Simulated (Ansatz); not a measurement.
**BFH$_{8}$Si$_{3}$ (SMILES B[SiH](F)[SiH2][SiH3]): density, localisation and related maps**

```json
{"atom": "B", "x (Å)": "0.5610", "y (Å)": "-0.8115", "z (Å)": "2.0985"}
{"atom": "Si", "x (Å)": "-0.1874", "y (Å)": "0.9058", "z (Å)": "1.4331"}
{"atom": "F", "x (Å)": "-1.7877", "y (Å)": "1.0325", "z (Å)": "1.5859"}
{"atom": "Si", "x (Å)": "0.3403", "y (Å)": "1.0016", "z (Å)": "-0.8629"}
{"atom": "Si", "x (Å)": "-0.5064", "y (Å)": "-0.8891", "z (Å)": "-1.9461"}
{"atom": "H", "x (Å)": "1.7515", "y (Å)": "-0.9358", "z (Å)": "2.1141"}
{"atom": "H", "x (Å)": "-0.1063", "y (Å)": "-1.7521", "z (Å)": "2.4089"}
{"atom": "H", "x (Å)": "0.4106", "y (Å)": "2.0795", "z (Å)": "2.1308"}
{"atom": "H", "x (Å)": "1.8254", "y (Å)": "1.0265", "z (Å)": "-0.9865"}
{"atom": "H", "x (Å)": "-0.2097", "y (Å)": "2.2492", "z (Å)": "-1.4628"}
{"atom": "H", "x (Å)": "0.0483", "y (Å)": "-2.1025", "z (Å)": "-1.2841"}
{"atom": "H", "x (Å)": "-1.9879", "y (Å)": "-0.9228", "z (Å)": "-1.8293"}
{"atom": "H", "x (Å)": "-0.1315", "y (Å)": "-0.9159", "z (Å)": "-3.3849"}
```

Geometry: PBE0-D4/def2-TZVP.

The calculation used Ansatz, RKS PBE0-D4/def2-TZVPP.

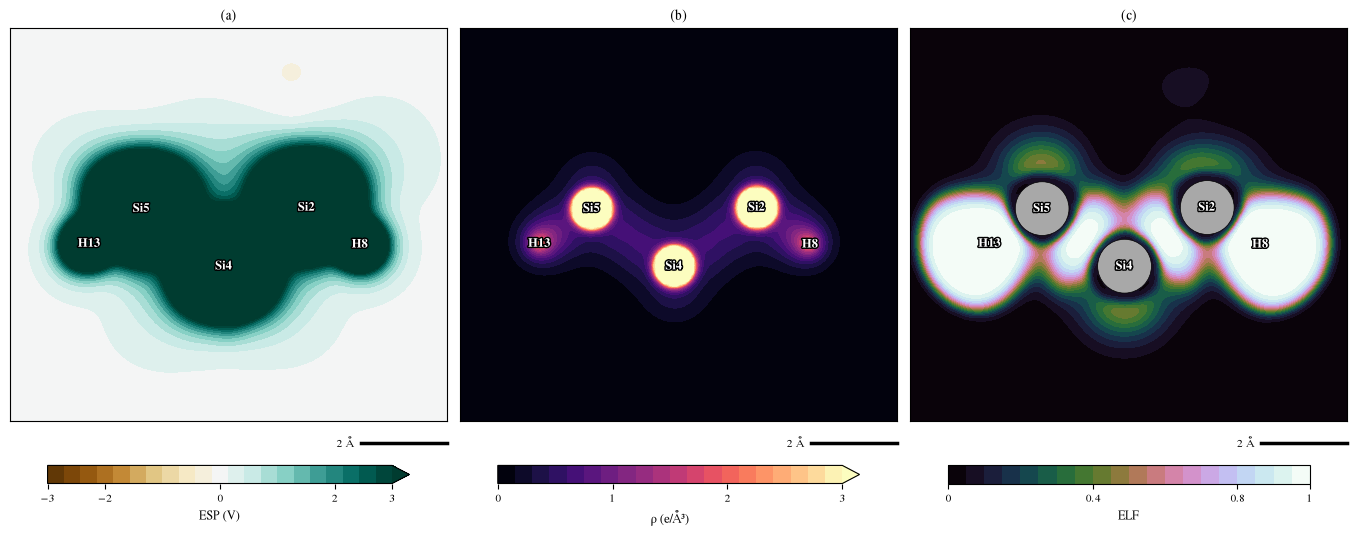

Figure 1. (a) electrostatic potential; (b) electron density; (c) electron localisation function on the plane of atoms Si2, Si4 and Si5. Grey discs cover the atomic cores in the ELF map.

**Read the bonding off the picture.**

The section cuts through Si and H sites.
Si–Si (2.34 Å): ρ is about 0.63 e/Å³ halfway; the ELF peaks at about 1 between the atoms, as expected for a shared electron pair.
Si–H (1.49 Å): ρ is about 0.81 e/Å³ halfway; the ELF climbs to about 1 towards the hydrogen, as it does in any bond to H.
The potential has no marked negative region in this plane.

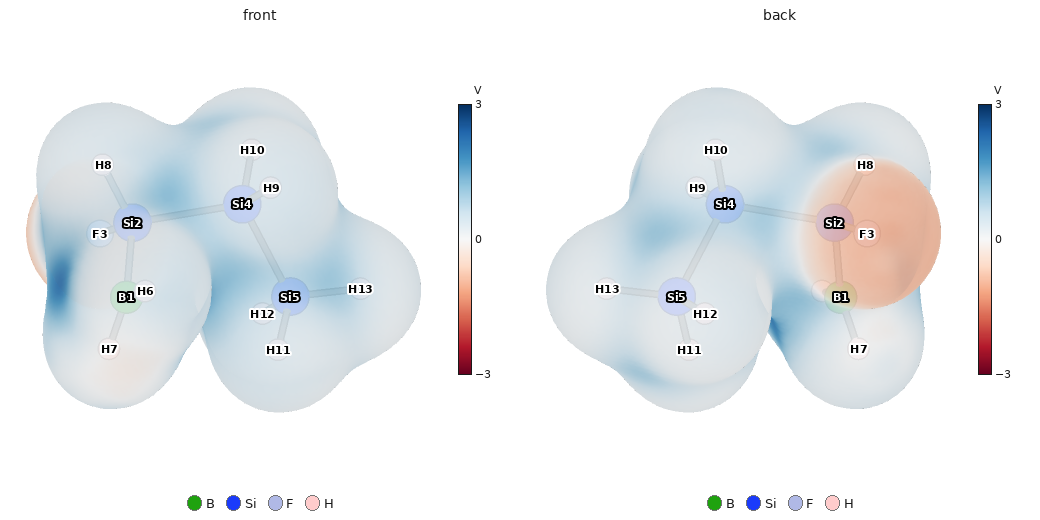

Figure 2. The electrostatic potential painted on the density surface at 0.002 e/bohr³, seen from the front and from behind; the colour scale runs from red (negative) to blue (positive).

**Where is the surface potential most negative and most positive?**

The most negative region (about −1.0 V) lies over F3, the most positive (about +2.0 V) over B1.

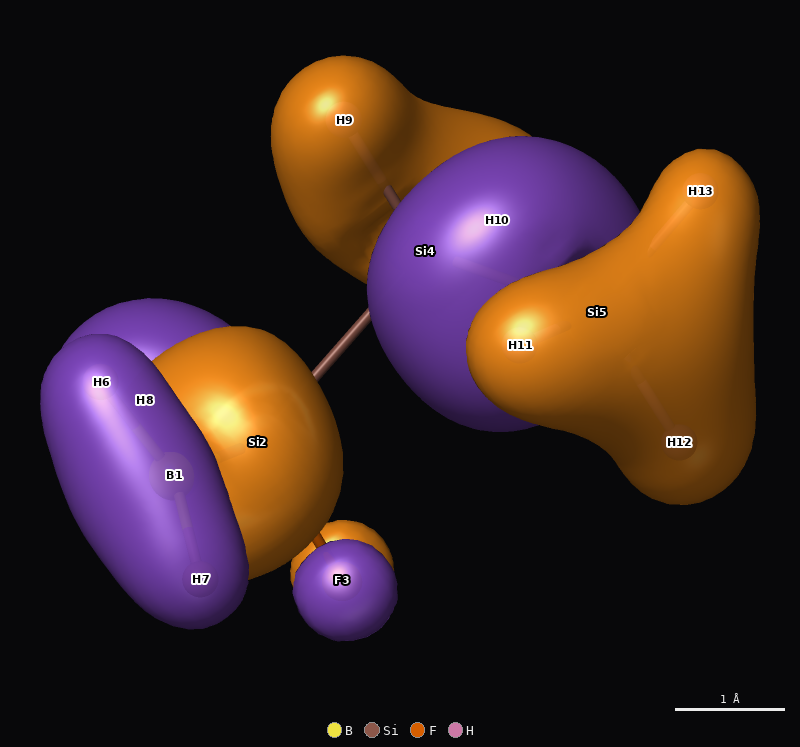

Figure 3. The HOMO−1 at ±0.08 Å⁻³ᐟ² (orange and purple are the two phases), seen at an oblique angle.

**What is the character of this orbital?**

By Hirshfeld shares it lies mainly on Si5 (about 25 %), Si4 (about 25 %), Si2 (about 15 %), B1 (about 10 %) and H8 (about 10 %). Its energy is −8.41 eV.
